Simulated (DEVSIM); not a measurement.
System: Pd/Si3N4/n-Ge capacitor, at 300 K.

```
layer (left to right)  material  thickness (nm)  Nd (cm⁻³)
---------------------  --------  --------------  ---------
1                         Si3N4            8.10          -
2                            Ge             540     1.2e18
```

Metal gate on the left, work function 5.2 eV. Fixed charge at the semiconductor interface 5.3e11 cm⁻² (in units of +e); no interface traps.

Constants are typed, rounded textbook-type inputs, not results; the design itself was drawn at random and stands for no fabricated device. Values at 300 K.

| parameter | Si3N4 | Ge |
|---|---|---|
| gap (eV) | 5.1 | 0.664 |
| affinity (eV) | 2.1 | 4 |
| permittivity | 7.5 | 16 |
| Nc (cm⁻³) | - | 1.04e19 |
| Nv (cm⁻³) | - | 6e18 |

Simulated with DEVSIM: 1D Poisson equation in equilibrium, Boltzmann statistics, complete ionisation; no quantum confinement or tunnelling. Metal contacts follow the ideal Schottky-Mott rule: no Fermi-level pinning, no interface dipoles.

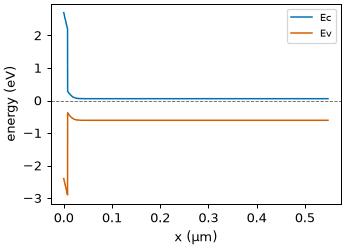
Figure: Band edges at 0.4 V on the gate

Energies count from the Fermi level of the right contact; mesh points crowd at the junctions.

```json
[
 {"x (μm)": "0.000", "Ec (eV)": "2.700", "Ev (eV)": "-2.400", "n (cm⁻³)": "< 1e2", "p (cm⁻³)": "< 1e2", "field (V/cm)": "-630000"},
 {"x (μm)": "0.0009512", "Ec (eV)": "2.640", "Ev (eV)": "-2.460", "n (cm⁻³)": "< 1e2", "p (cm⁻³)": "< 1e2", "field (V/cm)": "-630000"},
 {"x (μm)": "0.002354", "Ec (eV)": "2.551", "Ev (eV)": "-2.549", "n (cm⁻³)": "< 1e2", "p (cm⁻³)": "< 1e2", "field (V/cm)": "-630000"},
 {"x (μm)": "0.004571", "Ec (eV)": "2.411", "Ev (eV)": "-2.689", "n (cm⁻³)": "< 1e2", "p (cm⁻³)": "< 1e2", "field (V/cm)": "-630000"},
 {"x (μm)": "0.006905", "Ec (eV)": "2.263", "Ev (eV)": "-2.837", "n (cm⁻³)": "< 1e2", "p (cm⁻³)": "< 1e2", "field (V/cm)": "-630000"},
 {"x (μm)": "0.007902", "Ec (eV)": "2.200", "Ev (eV)": "-2.900", "n (cm⁻³)": "< 1e2", "p (cm⁻³)": "< 1e2", "field (V/cm)": "-630000"},
 {"x (μm)": "0.008804", "Ec (eV)": "0.271", "Ev (eV)": "-0.393", "n (cm⁻³)": "2.9e14", "p (cm⁻³)": "1.5e12", "field (V/cm)": "-230000"},
 {"x (μm)": "0.01128", "Ec (eV)": "0.219", "Ev (eV)": "-0.445", "n (cm⁻³)": "2.1e15", "p (cm⁻³)": "2.0e11", "field (V/cm)": "-190000"},
 {"x (μm)": "0.01491", "Ec (eV)": "0.158", "Ev (eV)": "-0.506", "n (cm⁻³)": "2.3e16", "p (cm⁻³)": "1.9e10", "field (V/cm)": "-140000"},
 {"x (μm)": "0.02209", "Ec (eV)": "0.087", "Ev (eV)": "-0.577", "n (cm⁻³)": "3.6e17", "p (cm⁻³)": "1.2e9", "field (V/cm)": "-59000"},
 {"x (μm)": "0.03475", "Ec (eV)": "0.058", "Ev (eV)": "-0.606", "n (cm⁻³)": "1.1e18", "p (cm⁻³)": "3.9e8", "field (V/cm)": "-4600"},
 {"x (μm)": "0.07162", "Ec (eV)": "0.056", "Ev (eV)": "-0.608", "n (cm⁻³)": "1.2e18", "p (cm⁻³)": "3.6e8", "field (V/cm)": "≈ 0"},
 {"x (μm)": "0.1298", "Ec (eV)": "0.056", "Ev (eV)": "-0.608", "n (cm⁻³)": "1.2e18", "p (cm⁻³)": "3.6e8", "field (V/cm)": "≈ 0"},
 {"x (μm)": "0.2402", "Ec (eV)": "0.056", "Ev (eV)": "-0.608", "n (cm⁻³)": "1.2e18", "p (cm⁻³)": "3.6e8", "field (V/cm)": "≈ 0"},
 {"x (μm)": "0.4065", "Ec (eV)": "0.056", "Ev (eV)": "-0.608", "n (cm⁻³)": "1.2e18", "p (cm⁻³)": "3.6e8", "field (V/cm)": "≈ 0"},
 {"x (μm)": "0.4741", "Ec (eV)": "0.056", "Ev (eV)": "-0.608", "n (cm⁻³)": "1.2e18", "p (cm⁻³)": "3.6e8", "field (V/cm)": "≈ 0"},
 {"x (μm)": "0.5097", "Ec (eV)": "0.056", "Ev (eV)": "-0.608", "n (cm⁻³)": "1.2e18", "p (cm⁻³)": "3.6e8", "field (V/cm)": "≈ 0"},
 {"x (μm)": "0.5277", "Ec (eV)": "0.056", "Ev (eV)": "-0.608", "n (cm⁻³)": "1.2e18", "p (cm⁻³)": "3.6e8", "field (V/cm)": "≈ 0"},
 {"x (μm)": "0.5400", "Ec (eV)": "0.056", "Ev (eV)": "-0.608", "n (cm⁻³)": "1.2e18", "p (cm⁻³)": "3.6e8", "field (V/cm)": "≈ 0"},
 {"x (μm)": "0.5444", "Ec (eV)": "0.056", "Ev (eV)": "-0.608", "n (cm⁻³)": "1.2e18", "p (cm⁻³)": "3.6e8", "field (V/cm)": "≈ 0"},
 {"x (μm)": "0.5466", "Ec (eV)": "0.056", "Ev (eV)": "-0.608", "n (cm⁻³)": "1.2e18", "p (cm⁻³)": "3.6e8", "field (V/cm)": "≈ 0"},
 {"x (μm)": "0.5481", "Ec (eV)": "0.056", "Ev (eV)": "-0.608", "n (cm⁻³)": "1.2e18", "p (cm⁻³)": "3.6e8", "field (V/cm)": "≈ 0"}
]
```
